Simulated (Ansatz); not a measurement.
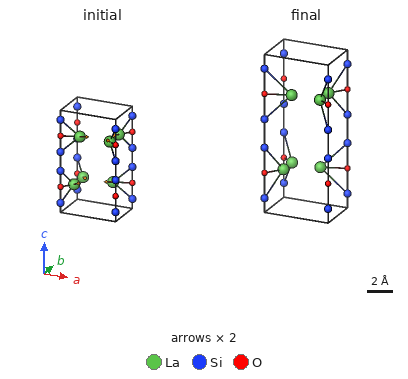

The structure of crystalline La3Si2O (a generated structure, set up in P6_3/mmc) (coarse preliminary run) before (left) and after (right) a relaxation, at one scale. The orange arrows give the displacements (the part carried along by the change of the cell is left out), magnified 2 times.

The picture is a ball-and-stick view of the cell of the calculation, seen slightly off an axis.

These are results of Ansatz, DFT PBE, scalar-relativistic, plane waves, PAW, not measurements. Settings: plane-wave cutoff 420 eV; k-point mesh 3 × 3 × 2; occupations gaussian; smearing width 0.1 eV; no spin polarisation; cell and atoms relaxed; force threshold 0.04 eV/Å; at most 70 steps.

Describe what moved and what it gained.

Over 15 accepted moves (17 points after the start) the energy falls by 111.252 eV per cell of the calculation. The largest force component goes from 46 to 0.0079 eV/Å. The pressure goes from 155.10 to 0.10 GPa. At 2 points the geometry stayed and the basis and grid were re-selected for the new cell (energy shift of 2.701 eV per cell of the calculation at most each time). The largest moves relative to the cell, 0.40 Å, are those of La atoms. Largest moves by element: La 0.40 Å, Si 0.04 Å. O stays in place. Cell: a = b 6.131 → 7.078 Å (+15.4 %), c 8.470 → 13.100 Å (+54.7 %). Volume +106.1 %. Some distances before and after: Si–Si 2.657 → 4.187 Å, La–La 2.806 → 3.935 Å, La–Si 2.095 → 3.089 Å, Si–Si 1.578 → 2.363 Å. Among the angles between lasting bonds that change: Si–La–Si 78.7° → 85.3°, La–Si–La 84.1° → 79.1°, La–Si–Si 129.4° → 132.7°. The space group stays P6_3/mmc (No. 194).

Limits of the set-up: the k-point mesh is coarse for a cell with partly filled bands.
